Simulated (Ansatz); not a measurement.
**BH4N: two geometries relaxed**

Aim: relax the geometries before and after the inversion of the pyramid at N2, and see whether they are two minima and how far apart in energy. SMILES of the start: BN.

Method: RKS B3LYP-D4/cc-pVDZ, in Ansatz 0.2.0.

### 1 Starting point

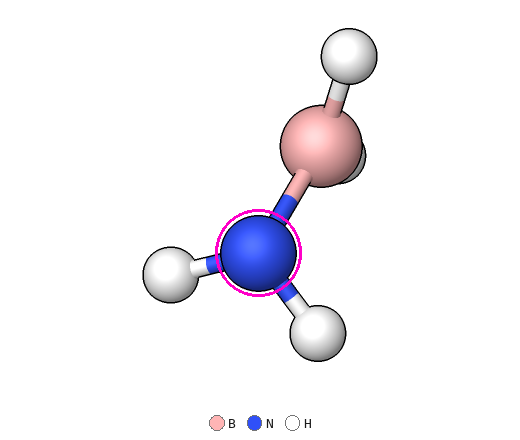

Start, viewed from a free direction; boron pink, nitrogen blue, hydrogen white. Ringed: N2.

As a file:

```xyz
6

B    -0.1545   -0.7069   -0.0646
N    -0.1320    0.8533   -0.0856
H     0.6583   -1.2974    0.3478
H    -1.0830   -1.1967   -0.5124
H     0.7347    1.1086   -0.6339
H     0.0186    1.1751    0.9026
```

### 2 Relaxing end A

The input, input.yaml:

```yaml
crystal:
  periodic: [false, false, false]
  atoms:
    - { symbol: B, position_ang: [-0.1545, -0.7069, -0.0646] }
    - { symbol: "N", position_ang: [-0.132, 0.8533, -0.0856] }
    - { symbol: H, position_ang: [0.6583, -1.2974, 0.3478] }
    - { symbol: H, position_ang: [-1.083, -1.1967, -0.5124] }
    - { symbol: H, position_ang: [0.7347, 1.1086, -0.6339] }
    - { symbol: H, position_ang: [0.0186, 1.1751, 0.9026] }
basis:
  gaussian: { orbitals: cc-pVDZ }
hamiltonian:
  xc: b3lyp
  dispersion: d4
relax:
  f_tol: 0.015
  max_steps: 40
```

Started as:

```
ansatz run input.yaml --threads 1 --pin off --max-ram 2048MiB --backend cpu --events-out ev --progress --plain --runs-dir out
```

What it wrote, shortened:

```text
Warning: RAYON_NUM_THREADS=1 ignored (pool sized by the plan → 1); use --threads N
[...]
Functional definition: B3LYP
[...]
516 factors; integrals over basis functions are off by at most 2.9e-4 eV
[...]
mean field -2230.75617490 eV, -81.9787773666 hartree, gradient 4.7e-6 eV, S^2 0.000000; 0 other end points of the search recorded, 0 dependent functions left out
[...]
reference -2230.75637195 eV, -81.9787846083 hartree; 8, 8 occupied and 40, 40 virtual orbitals, 516 factors
relax step   1: F+E_penalty+E_count = -2230.83030764 eV  Δ(F+E_penalty+E_count) = +0.000e0 eV  max|allowed force component| = 4.813e0 eV/Å  Δτ_max = 0.0000 Å  (23 SCF iters, accepted)
[...]
relax step   3: F+E_penalty+E_count = -2231.47908828 eV  Δ(F+E_penalty+E_count) = -2.636e-1 eV  max|allowed force component| = 1.048e0 eV/Å  Δτ_max = 0.2000 Å  (26 SCF iters, accepted)
[...]
relax step   5: F+E_penalty+E_count = -2232.17811975 eV  Δ(F+E_penalty+E_count) = -3.445e-1 eV  max|allowed force component| = 1.825e0 eV/Å  Δτ_max = 0.1955 Å  (24 SCF iters, accepted)
[...]
relax step   7: F+E_penalty+E_count = -2232.50997369 eV  Δ(F+E_penalty+E_count) = -1.131e-1 eV  max|allowed force component| = 2.021e0 eV/Å  Δτ_max = 0.1998 Å  (26 SCF iters, accepted)
[...]
relax step   9: F+E_penalty+E_count = -2232.65727341 eV  Δ(F+E_penalty+E_count) = -1.667e-3 eV  max|allowed force component| = 1.142e-1 eV/Å  Δτ_max = 0.0174 Å  (22 SCF iters, accepted)
[...]
relax step  10: F+E_penalty+E_count = -2232.65748042 eV  Δ(F+E_penalty+E_count) = -2.070e-4 eV  max|allowed force component| = 3.221e-3 eV/Å  Δτ_max = 0.0047 Å  (20 SCF iters, accepted)
516 factors; integrals over basis functions are off by at most 6.6e-4 eV
mean field -2232.58334501 eV, -82.0459246297 hartree, gradient 1.6e-5 eV, S^2 0.000000; 1 other end points of the search recorded, 0 dependent functions left out
[...]
reference -2232.58354610 eV, -82.0459320196 hartree; 8, 8 occupied and 40, 40 virtual orbitals, 516 factors
Total energy: -2232.65768151 eV, -82.0486564459 hartree
Atom 0 at    -0.124827    -0.682977    -0.028659 Å, force     0.001207     0.001275    -0.000219 eV/Å
Atom 1 at     0.142236     0.679605     0.013902 Å, force    -0.001321    -0.003221    -0.001522 eV/Å
Atom 2 at     0.236320    -1.378572     0.888704 Å, force    -0.001840    -0.000440     0.000977 eV/Å
Atom 3 at    -0.710574    -1.134630    -0.981926 Å, force     0.000800    -0.000860    -0.000884 eV/Å
Atom 4 at    -0.129251     1.324019    -0.719914 Å, force    -0.001548     0.001353     0.001256 eV/Å
Atom 5 at     0.628197     1.128555     0.781792 Å, force     0.002702     0.001893     0.000393 eV/Å
Dipole moment:     0.087765     0.447684     0.013965 e Å
```

Run time: 12 s. Hardware: 1 thread of Intel Xeon Platinum 8259CL at 2.50GHz (Skylake/Cascade Lake), shared host; peak memory 0.12 GiB.

Step by step:

```csv
step,energy from step 1 (eV),largest force component (eV/Å)
1,0.0000,4.8128
2,-0.3852,1.9862
3,-0.6488,1.0480
4,-1.0033,1.8238
5,-1.3478,1.8252
6,-1.5665,2.3465
7,-1.6797,2.0211
8,-1.8253,0.1180
9,-1.8270,0.1142
10,-1.8272,0.0032
```

Step 1 is the start.

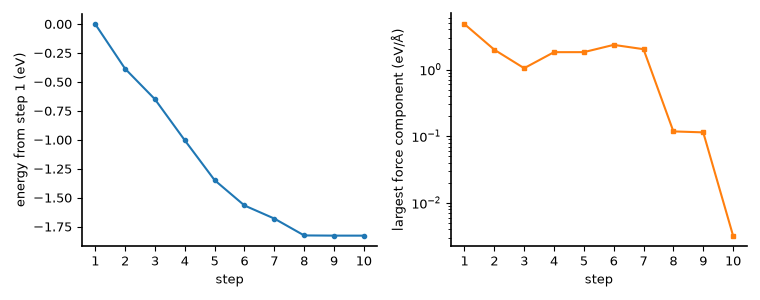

Energy and largest force along the relaxation.

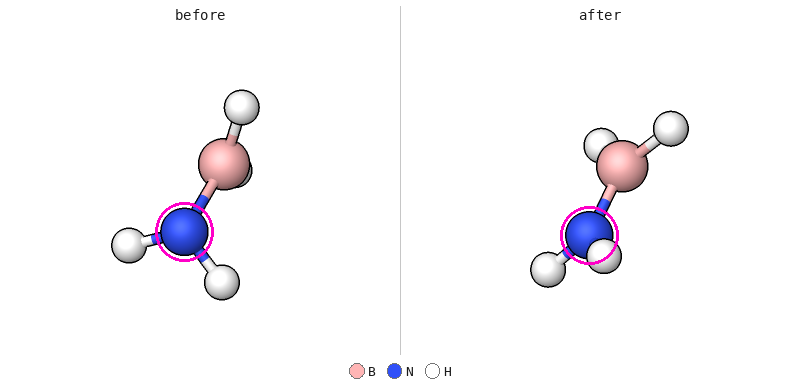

Before and after, at one scale.

After: Bond lengths: B1–N2 1.389 Å, B1–H3 1.207 Å, B1–H4 1.207 Å, N2–H5 1.014 Å, N2–H6 1.014 Å. Angles: B1–N2–H5 123.4°, B1–N2–H6 123.4°, H5–N2–H6 113.3°, N2–B1–H3 119.0°, N2–B1–H4 119.0°, H3–B1–H4 122.0°.

### 3 End point B

The second end starts from a geometry with the move made by hand.

input.yaml: that of step 2 with these lines changed.

```diff
@@ -7,4 +7,4 @@
     - { symbol: H, position_ang: [-1.083, -1.1967, -0.5124] }
-    - { symbol: H, position_ang: [0.7347, 1.1086, -0.6339] }
-    - { symbol: H, position_ang: [0.0186, 1.1751, 0.9026] }
+    - { symbol: H, position_ang: [-0.30313, 1.11737, -1.09454] }
+    - { symbol: H, position_ang: [-0.96128, 1.18338, 0.46768] }
 basis:
```

Started as:

```
ansatz run input.yaml --threads 1 --pin off --max-ram 2048MiB --backend cpu --events-out ev --progress --plain --runs-dir out
```

What it wrote, shortened:

```text
Warning: RAYON_NUM_THREADS=1 ignored (pool sized by the plan → 1); use --threads N
[...]
[... 1 set-up line as earlier in the session ...]
[...]
516 factors; integrals over basis functions are off by at most 3.2e-4 eV
[...]
mean field -2230.73722089 eV, -81.9780808197 hartree, gradient 6.5e-5 eV, S^2 0.000000; 0 other end points of the search recorded, 0 dependent functions left out
[...]
reference -2230.73741575 eV, -81.9780879808 hartree; 8, 8 occupied and 40, 40 virtual orbitals, 516 factors
relax step   1: F+E_penalty+E_count = -2230.81144713 eV  Δ(F+E_penalty+E_count) = +0.000e0 eV  max|allowed force component| = 4.860e0 eV/Å  Δτ_max = 0.0000 Å  (21 SCF iters, accepted)
[...]
relax step   3: F+E_penalty+E_count = -2231.48687386 eV  Δ(F+E_penalty+E_count) = -2.326e-1 eV  max|allowed force component| = 1.678e0 eV/Å  Δτ_max = 0.1941 Å  (26 SCF iters, accepted)
[...]
516 factors; integrals over basis functions are off by at most 6.6e-4 eV
mean field -2232.58334388 eV, -82.0459245881 hartree, gradient 2.7e-5 eV, S^2 0.000000; 1 other end points of the search recorded, 0 dependent functions left out
[...]
reference -2232.58354659 eV, -82.0459320377 hartree; 8, 8 occupied and 40, 40 virtual orbitals, 516 factors
Total energy: -2232.65768138 eV, -82.0486564410 hartree
Atom 0 at    -0.242217    -0.687345    -0.133615 Å, force     0.001271     0.003753    -0.000251 eV/Å
Atom 1 at    -0.418710     0.689834    -0.180871 Å, force    -0.000145    -0.004280     0.000111 eV/Å
Atom 2 at     0.338143    -1.170661     0.807410 Å, force    -0.001003     0.000148    -0.000095 eV/Å
Atom 3 at    -0.673560    -1.363643    -1.034991 Å, force    -0.000175     0.000466     0.000344 eV/Å
Atom 4 at    -0.895246     1.165060    -0.938883 Å, force     0.000103     0.000162     0.000809 eV/Å
Atom 5 at    -0.084020     1.319805     0.539290 Å, force    -0.000051    -0.000250    -0.000917 eV/Å
Dipole moment:    -0.058087     0.452445    -0.015494 e Å
```

It took 12 s on 1 thread of Intel Xeon Platinum 8259CL at 2.50GHz (Skylake/Cascade Lake), shared host; peak memory 0.12 GiB.

Relaxation path:

```csv
step,energy from step 1 (eV),largest force component (eV/Å)
1,0.0000,4.8599
2,-0.4428,1.9434
3,-0.6754,1.6776
4,-1.0082,1.2331
5,-1.3753,1.6355
6,-1.6087,2.0730
7,-1.8330,0.5886
8,-1.8452,0.3167
9,-1.8460,0.0362
10,-1.8460,0.0043
```

Step 1 is the start.

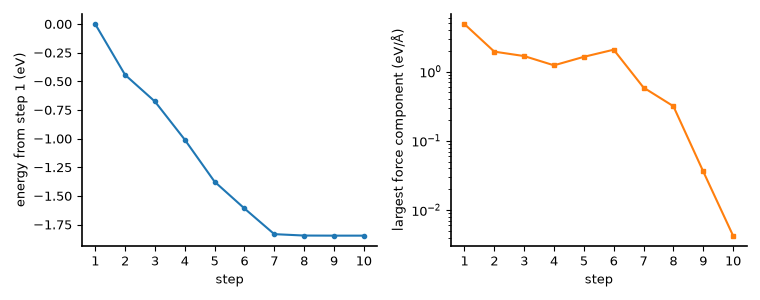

How energy and force went from step to step.

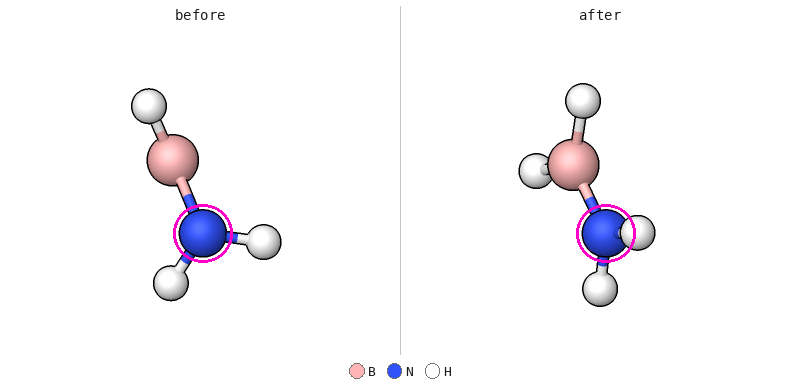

The structure before (left) and after (right), drawn at the same scale.

After: Bond lengths: B1–N2 1.389 Å, B1–H3 1.207 Å, B1–H4 1.207 Å, N2–H5 1.014 Å, N2–H6 1.014 Å. Angles: B1–N2–H5 123.4°, B1–N2–H6 123.4°, H5–N2–H6 113.3°, N2–B1–H3 119.0°, N2–B1–H4 119.0°, H3–B1–H4 122.0°.

### 4 Summary of results

| quantity | value |
| --- | --- |
| end A | 9 moves, 1.827 eV lower |
| end B | 9 moves, 1.846 eV lower |
| largest difference between the ends | 0.00 Å |
| end B relative to end A | +0.000 eV |

Both starts fell into the same minimum (no atom differs by more than 0.00 Å), so from this start no second minimum was found and no band was run; another arrangement could still be one.
